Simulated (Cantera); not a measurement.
Input: 1 mol B, 0.062 mol HCl, a varied amount of H₂, equilibrated at 1723 K and 315 Torr.

These are equilibrium values from Cantera (NASA tables, ideal gas, pure condensed phases), not measurements of a reactor. Candidate condensed phases: B; 13 gas species. The tables' values for BCl₂, BCl, BH₂ are old estimates; treat these amounts as uncertain. Gases not in the tables: BHCl₂. The numbers say what is thermodynamically allowed, not how fast it happens.

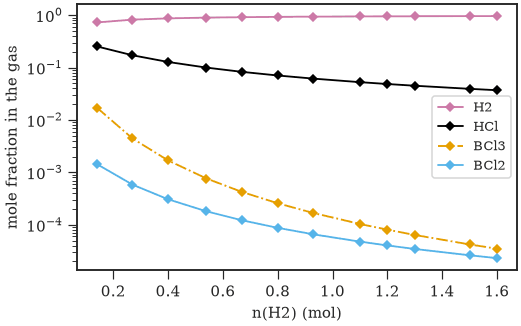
Equilibrium gas composition (values under 1e-9 drawn at 1e-9)

From 0.14 mol H₂ to 1.6 mol H₂ the condensed part is B(s).
